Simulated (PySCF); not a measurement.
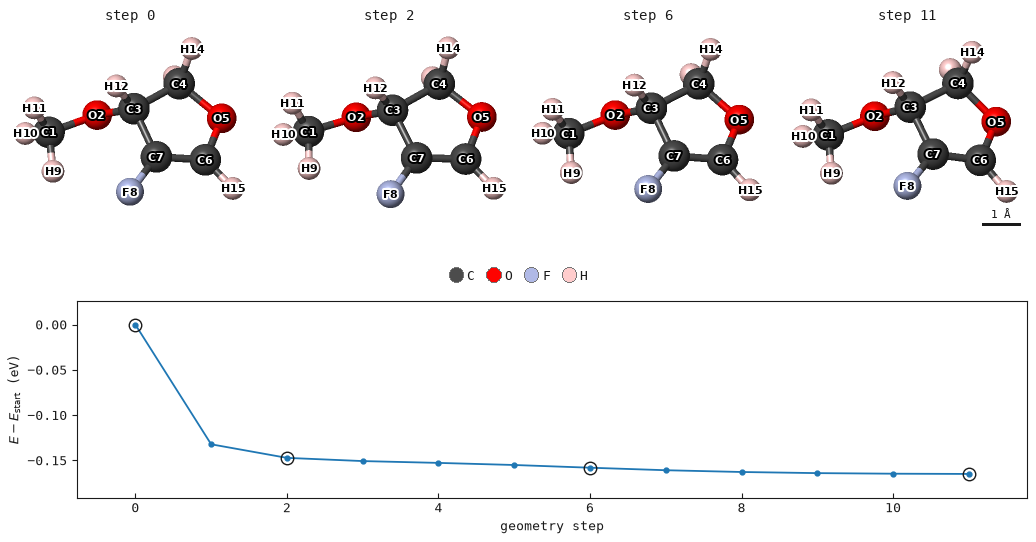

Frames of a relaxation of C₅H₇FO₂, marked on the history of the run. The picture is a ball-and-stick view, seen from a free direction.

The start comes from GFN2-xTB. Its atoms were then displaced at random by about 0.01 Å.

The calculation used PBE0-D3(BJ)/def2-SVP geometry optimisation, gas phase in PySCF 2.14.0, density-fitted response routines. 

Question: What happens along the run?

Answer: The largest moves after the best rigid fit, 0.21 Å, are those of F and H atoms. Largest moves by element: H 0.21 Å, F 0.20 Å, O 0.18 Å, C 0.10 Å. Some distances before and after: C–C 1.493 → 1.530 Å, C–H 1.063 → 1.098 Å, C–H 1.082 → 1.108 Å, C–O 1.424 → 1.399 Å. Among the angles between lasting bonds that change: O–C–H 105.0° → 109.3°, C–C–H 115.5° → 111.3°, H–C–H 112.4° → 108.5°. The energy falls by 0.165 eV in 11 geometry steps. From step 0 to 2: H atoms move most (0.14 Å), energy −0.147 eV. From step 2 to 6: the F atom moves most (0.21 Å), energy −0.011 eV. From step 6 to 11: an H atom moves most (0.15 Å), energy −0.007 eV.
